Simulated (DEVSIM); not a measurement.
System: Mo/Al2O3/SiO2/p-Si capacitor, at 300 K.

```tsv
layer (left to right)	material	thickness (nm)	Na (cm⁻³)
1	Al2O3	2.60	-
2	SiO2	1.10	-
3	Si	610	8.9e17
```

Metal gate on the left, work function 4.6 eV. Fixed charge at the semiconductor interface -7.7e10 cm⁻² (in units of +e); no interface traps.

This is a model device: material constants are rounded textbook-type values typed into the input, and sizes, dopings and lifetimes were drawn at random. Values at 300 K.

| parameter | Al2O3 | SiO2 | Si |
|---|---|---|---|
| gap (eV) | 6.8 | 9 | 1.124 |
| affinity (eV) | 1.35 | 0.9 | 4.05 |
| permittivity | 9 | 3.9 | 11.7 |
| Nc (cm⁻³) | - | - | 2.86e19 |
| Nv (cm⁻³) | - | - | 3.1e19 |

DEVSIM, 1D Poisson equation in equilibrium, Boltzmann statistics, complete ionisation; no quantum confinement or tunnelling. Metal contacts follow the ideal Schottky-Mott rule: no Fermi-level pinning, no interface dipoles.

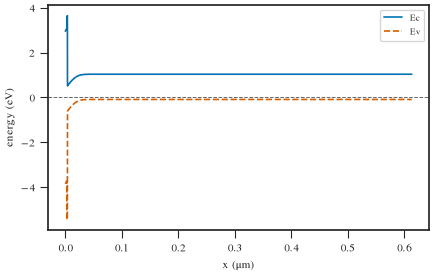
Figure: Band edges at 0.3 V on the gate

Energies count from the Fermi level of the right contact; mesh points crowd at the junctions.

```
x (μm)     Ec (eV)  Ev (eV)  n (cm⁻³)  p (cm⁻³)  field (V/cm)
---------  -------  -------  --------  --------  ------------
0.000        2.950   -3.850     < 1e2     < 1e2        500000
0.0007784    2.989   -3.811     < 1e2     < 1e2        500000
0.001558     3.028   -3.772     < 1e2     < 1e2        500000
0.002350     3.067   -3.733     < 1e2     < 1e2        500000
0.003117     3.589   -5.411     < 1e2     < 1e2       1200000
0.003594     3.644   -5.356     < 1e2     < 1e2       1200000
0.004535     0.536   -0.588    2.8e10     4.1e9        360000
0.007186     0.626   -0.498     8.6e8    1.4e11        320000
0.01137      0.750   -0.374   7300000    1.6e13        270000
0.01876      0.909   -0.215     16000    7.5e15        160000
0.03335      1.024   -0.101       180    6.4e17         19000
0.07422      1.032   -0.092       130    8.9e17           ≈ 0
0.1387       1.032   -0.092       130    8.9e17           ≈ 0
0.2612       1.032   -0.092       130    8.9e17           ≈ 0
0.4590       1.032   -0.092       130    8.9e17           ≈ 0
0.5328       1.032   -0.092       130    8.9e17           ≈ 0
0.5717       1.032   -0.092       130    8.9e17           ≈ 0
0.5921       1.032   -0.092       130    8.9e17           ≈ 0
0.6051       1.032   -0.092       130    8.9e17           ≈ 0
0.6097       1.032   -0.092       130    8.9e17           ≈ 0
0.6122       1.032   -0.092       130    8.9e17           ≈ 0
0.6137       1.032   -0.092       130    8.9e17           ≈ 0
```
